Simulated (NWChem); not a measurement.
# triplet C2H3O+ at 4 levels

We compute a comparison of 4 runs (U-r2SCAN/def2-TZVP, UM06-L/def2-TZVP, UPBE0/def2-TZVP, UTPSS/def2-TZVP) of triplet C2H3O+. 

The calculation is run with NWChem 7.3.0.

4 further runs of the same task are left out: 4 that didn't finish.

## Step 1: Starting point

C2H3O+: 6 atoms, total charge +1, spin state triplet. As SMILES of the parent species, `CC#[O+]`. The shape is that of a PBE0-D4/def2-TZVP optimisation. That shape belongs to the parent species and isn't relaxed for this state.

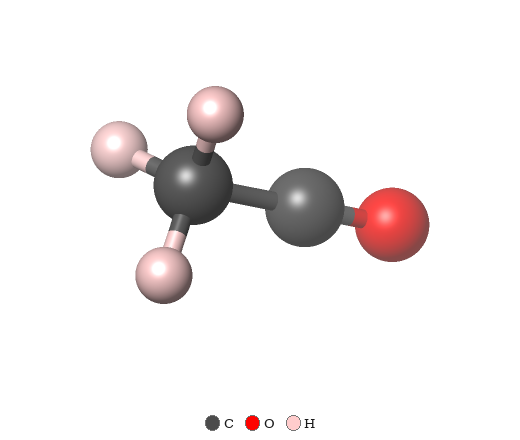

Viewed from a chosen angle; carbon dark grey, oxygen red, hydrogen pink.

## Step 2: The energy at U-r2SCAN/def2-TZVP (run 1)

Contents of run.py:

```python
from ase import Atoms
from ase.calculators.nwchem import NWChem

mol = Atoms(['C', 'C', 'O', 'H', 'H', 'H'], positions=[
    [-0.321600, 0.308400, -0.192600],
    [0.617700, -0.592600, 0.370000],
    [1.353900, -1.298000, 0.810700],
    [-0.073700, 0.447100, -1.253200],
    [-1.324100, -0.126000, -0.083500],
    [-0.252100, 1.261200, 0.348500],
])

calc = NWChem(
    label='c2h3o',
    theory='dft',
    memory='2200 mb',
    basis='def2-TZVP',
    basispar='spherical bse',
    charge=1,
    dft={'xc': 'r2scan', 'mult': '3', 'grid': 'fine', 'convergence': 'energy 1e-08', 'iterations': '100', 'mulliken': None},
    task='energy',
)
mol.calc = calc

print("Total energy (eV):", round(mol.get_potential_energy(), 6))
```

Command:

```sh
$ export ASE_NWCHEM_COMMAND="nwchem PREFIX.nwi > PREFIX.nwo"
$ python run.py
```

The log of the run:

```text
Total energy (eV): -4152.965691
```

The calculator wrote c2h3o.nwi:

```
title "c2h3o"

permanent_dir c2h3o

scratch_dir c2h3o

start c2h3o

geometry units angstrom nocenter noautosym noautoz
  C  -3.2160000000000000e-01 3.0840000000000001e-01 -1.9259999999999999e-01
  C  6.1770000000000003e-01 -5.9260000000000002e-01 3.7000000000000000e-01
  O  1.3539000000000001e+00 -1.2980000000000000e+00 8.1069999999999998e-01
  H  -7.3700000000000002e-02 4.4710000000000000e-01 -1.2532000000000001e+00
  H  -1.3241000000000001e+00 -1.2600000000000000e-01 -8.3500000000000005e-02
  H  -2.5209999999999999e-01 1.2612000000000001e+00 3.4849999999999998e-01
end

charge 1

memory 2200 mb

basis spherical bse noprint
   * library def2-TZVP
end

dft
  xc r2scan
  mult 3
  grid fine
  convergence energy 1e-08
  iterations 100
  mulliken
end

task dft energy
```

c2h3o.nwo:

```text
Northwest Computational Chemistry Package (NWChem) 7.3.0
             --------------------------------------------------------

           Job information
           ---------------

    nwchem branch   = 7.3.0
    use scalapack   = T
    input           = c2h3o.nwi
    prefix          = c2h3o.
    data base       = c2h3o/c2h3o.db
    status          = startup
    nproc           =        1

           Memory information
           ------------------

    heap     =     72089600 doubles =      550.0 Mbytes
    stack    =     72089597 doubles =      550.0 Mbytes
    global   =    144179200 doubles =     1100.0 Mbytes (distinct from heap & stack)
    total    =    288358397 doubles =     2200.0 Mbytes
    verify   = yes
    hardfail = no

[... 102 lines left out ...]
  convergence criterion.
[... 17 lines left out ...]
          Convergence on gradient requested:  5.00D-04
[... 23 lines left out ...]
          Convergence aids based upon iterative change in
[... 30 lines left out ...]
 1-e energy   =    -318.342316
[... 55 lines left out ...]
         Total DFT energy =     -152.618675393934
[... 2 lines left out ...]
    Exchange-Corr. energy =      -20.174525175240
[... 791 lines left out ...]
                     DFT Final Beta Molecular Orbital Analysis
[... 892 lines left out ...]
 center of mass
 --------------
 x =   1.03433208 y =  -0.99177490 z =   0.61938691

 moments of inertia (a.u.)
 ------------------
         114.153783778177          76.848053795353         -47.996623123649
          76.848053795353         120.627003947644          46.017810853283
         -47.996623123649          46.017810853283         165.565712916811

     Multipole analysis of the density
     ---------------------------------

     L   x y z        total         alpha         beta         nuclear
     -   - - -        -----         -----         ----         -------
     0   0 0 0      1.000000    -12.000000    -10.000000     23.000000

     1   1 0 0      0.162243    -11.560080     -8.985105     20.707428
[... 8 lines of this table left out ...]
     2   0 0 2     -9.674247    -21.063772    -17.181773     28.571297

 Task  times  cpu:       43.3s     wall:       43.3s
 Total times  cpu:       43.3s     wall:       43.3s
```

Wall time 44 s (1 thread of Intel Xeon Platinum 8488C (Sapphire Rapids), shared host); peak memory 0.12 GiB.

## Step 3: A single-point energy at UM06-L/def2-TZVP (run 2)

Contents of nw.xyz:

```xyz
6
C2H3O M06-L
C     -0.321600     0.308400    -0.192600
C      0.617700    -0.592600     0.370000
O      1.353900    -1.298000     0.810700
H     -0.073700     0.447100    -1.253200
H     -1.324100    -0.126000    -0.083500
H     -0.252100     1.261200     0.348500
```

Contents of run.py:

```python
from ase.io import read
from ase.calculators.nwchem import NWChem

atoms = read('nw.xyz')

calc = NWChem(
    label='nw',
    theory='dft',
    memory='2200 mb',
    basis='def2-TZVP',
    basispar='spherical bse',
    charge=1,
    dft={'xc': 'm06-l', 'mult': '3', 'grid': 'fine', 'convergence': 'energy 1e-08', 'iterations': '100', 'mulliken': None},
    task='energy',
)
atoms.calc = calc

print("Total energy (eV):", round(atoms.get_potential_energy(), 6))
```

Command:

```sh
$ export ASE_NWCHEM_COMMAND="nwchem PREFIX.nwi > PREFIX.nwo"
$ python run.py
```

The log of the run:

```text
Total energy (eV): -4154.731578
```

The calculator wrote nw.nwi:

```
title "nw"

permanent_dir nw

scratch_dir nw

start nw

geometry units angstrom nocenter noautosym noautoz
  C  -3.2160000000000000e-01 3.0840000000000001e-01 -1.9259999999999999e-01
  C  6.1770000000000003e-01 -5.9260000000000002e-01 3.7000000000000000e-01
  O  1.3539000000000001e+00 -1.2980000000000000e+00 8.1069999999999998e-01
  H  -7.3700000000000002e-02 4.4710000000000000e-01 -1.2532000000000001e+00
  H  -1.3241000000000001e+00 -1.2600000000000000e-01 -8.3500000000000005e-02
  H  -2.5209999999999999e-01 1.2612000000000001e+00 3.4849999999999998e-01
end

charge 1

memory 2200 mb

basis spherical bse noprint
   * library def2-TZVP
end

dft
  xc m06-l
  mult 3
  grid fine
  convergence energy 1e-08
  iterations 100
  mulliken
end

task dft energy
```

nw.nwo:

```text
Northwest Computational Chemistry Package (NWChem) 7.3.0
             --------------------------------------------------------

           Job information
           ---------------

    nwchem branch   = 7.3.0
    use scalapack   = T
    input           = nw.nwi
    prefix          = nw.
    data base       = nw/nw.db
    status          = startup
    nproc           =        1

           Memory information
           ------------------

    heap     =     72089600 doubles =      550.0 Mbytes
    stack    =     72089597 doubles =      550.0 Mbytes
    global   =    144179200 doubles =     1100.0 Mbytes (distinct from heap & stack)
    total    =    288358397 doubles =     2200.0 Mbytes
    verify   = yes
    hardfail = no

[... 102 lines left out ...]
  convergence criterion.
[... 17 lines left out ...]
          Convergence on gradient requested:  5.00D-04
[... 23 lines left out ...]
          Convergence aids based upon iterative change in
[... 30 lines left out ...]
 1-e energy   =    -318.342316
[... 55 lines left out ...]
         Total DFT energy =     -152.683570543431
[... 2 lines left out ...]
    Exchange-Corr. energy =      -20.258099716897
[... 790 lines left out ...]
                     DFT Final Beta Molecular Orbital Analysis
[... 891 lines left out ...]
 center of mass
 --------------
 x =   1.03433208 y =  -0.99177490 z =   0.61938691

 moments of inertia (a.u.)
 ------------------
         114.153783778177          76.848053795353         -47.996623123649
          76.848053795353         120.627003947644          46.017810853283
         -47.996623123649          46.017810853283         165.565712916811

     Multipole analysis of the density
     ---------------------------------

     L   x y z        total         alpha         beta         nuclear
     -   - - -        -----         -----         ----         -------
     0   0 0 0      1.000000    -12.000000    -10.000000     23.000000

     1   1 0 0      0.173585    -11.518832     -9.015012     20.707428
[... 8 lines of this table left out ...]
     2   0 0 2     -9.570089    -20.937822    -17.203564     28.571297

 Task  times  cpu:      157.6s     wall:      157.6s
 Total times  cpu:      157.6s     wall:      157.6s
```

It took 2.6 min on 1 thread of Intel Xeon Platinum 8488C (Sapphire Rapids), shared host; peak memory 0.12 GiB.

Run 3 isn't shown in full; the table further down has it.

## Step 4: The energy at UTPSS/def2-TZVP (run 4)

Contents of run.py:

```python
from ase import Atoms
from ase.calculators.nwchem import NWChem

atoms = Atoms(['C', 'C', 'O', 'H', 'H', 'H'], positions=[
    [-0.321600, 0.308400, -0.192600],
    [0.617700, -0.592600, 0.370000],
    [1.353900, -1.298000, 0.810700],
    [-0.073700, 0.447100, -1.253200],
    [-1.324100, -0.126000, -0.083500],
    [-0.252100, 1.261200, 0.348500],
])

calc = NWChem(
    label='c2h3o',
    theory='dft',
    memory='2200 mb',
    basis='def2-TZVP',
    basispar='spherical bse',
    charge=1,
    dft={'xc': 'xtpss03 ctpss03', 'mult': '3', 'grid': 'fine', 'convergence': 'energy 1e-08', 'iterations': '100', 'mulliken': None},
    task='energy',
)
atoms.calc = calc

print("Total energy (eV):", round(atoms.get_potential_energy(), 6))
```

Command:

```sh
$ export ASE_NWCHEM_COMMAND="nwchem PREFIX.nwi > PREFIX.nwo"
$ python run.py
```

The log of the run:

```text
Total energy (eV): -4155.977286
```

The calculator wrote c2h3o.nwi:

```
title "c2h3o"

permanent_dir c2h3o

scratch_dir c2h3o

start c2h3o

geometry units angstrom nocenter noautosym noautoz
  C  -3.2160000000000000e-01 3.0840000000000001e-01 -1.9259999999999999e-01
  C  6.1770000000000003e-01 -5.9260000000000002e-01 3.7000000000000000e-01
  O  1.3539000000000001e+00 -1.2980000000000000e+00 8.1069999999999998e-01
  H  -7.3700000000000002e-02 4.4710000000000000e-01 -1.2532000000000001e+00
  H  -1.3241000000000001e+00 -1.2600000000000000e-01 -8.3500000000000005e-02
  H  -2.5209999999999999e-01 1.2612000000000001e+00 3.4849999999999998e-01
end

charge 1

memory 2200 mb

basis spherical bse noprint
   * library def2-TZVP
end

dft
  xc xtpss03 ctpss03
  mult 3
  grid fine
  convergence energy 1e-08
  iterations 100
  mulliken
end

task dft energy
```

c2h3o.nwo:

```text
Northwest Computational Chemistry Package (NWChem) 7.3.0
             --------------------------------------------------------

           Job information
           ---------------

    nwchem branch   = 7.3.0
    use scalapack   = T
    input           = c2h3o.nwi
    prefix          = c2h3o.
    data base       = c2h3o/c2h3o.db
    status          = startup
    nproc           =        1

           Memory information
           ------------------

    heap     =     72089600 doubles =      550.0 Mbytes
    stack    =     72089597 doubles =      550.0 Mbytes
    global   =    144179200 doubles =     1100.0 Mbytes (distinct from heap & stack)
    total    =    288358397 doubles =     2200.0 Mbytes
    verify   = yes
    hardfail = no

[... 102 lines left out ...]
  convergence criterion.
[... 17 lines left out ...]
          Convergence on gradient requested:  5.00D-04
[... 22 lines left out ...]
          Convergence aids based upon iterative change in
[... 30 lines left out ...]
 1-e energy   =    -318.342316
[... 55 lines left out ...]
         Total DFT energy =     -152.729349494314
[... 2 lines left out ...]
    Exchange-Corr. energy =      -20.290213827463
[... 791 lines left out ...]
                     DFT Final Beta Molecular Orbital Analysis
[... 892 lines left out ...]
 center of mass
 --------------
 x =   1.03433208 y =  -0.99177490 z =   0.61938691

 moments of inertia (a.u.)
 ------------------
         114.153783778177          76.848053795353         -47.996623123649
          76.848053795353         120.627003947644          46.017810853283
         -47.996623123649          46.017810853283         165.565712916811

     Multipole analysis of the density
     ---------------------------------

     L   x y z        total         alpha         beta         nuclear
     -   - - -        -----         -----         ----         -------
     0   0 0 0      1.000000    -12.000000    -10.000000     23.000000

     1   1 0 0      0.113165    -11.505593     -9.088671     20.707428
[... 8 lines of this table left out ...]
     2   0 0 2     -9.715155    -21.048091    -17.238362     28.571297

 Task  times  cpu:      194.0s     wall:      194.0s
 Total times  cpu:      194.0s     wall:      194.0s
```

Run time: 3.3 min. Hardware: 1 thread of Intel Xeon Platinum 8488C (Sapphire Rapids), shared host; peak memory 0.13 GiB.

## Step 5: The series

```csv
run,level,energy (Eh),HOMO energy (eV),⟨S²⟩,wall time
1,U-r2SCAN/def2-TZVP,-152.618675,-10.57,2.009,44 s
2,UM06-L/def2-TZVP,-152.683571,-10.18,2.007,2.6 min
3,UPBE0/def2-TZVP,-152.521383,-11.80,2.007,52 s
4,UTPSS/def2-TZVP,-152.729349,-10.27,2.006,3.3 min
```

## Step 6: Outcome

| quantity | value |
| --- | --- |
| run 4: total energy | -152.72935 Eh |
| run 4: HOMO energy (highest over α and β) | -10.27 eV |
| run 4: ⟨S²⟩ | 2.006 |

Totals of different functionals can't be ranked against each other. All runs together took 7.5 min, the longest 3.3 min.
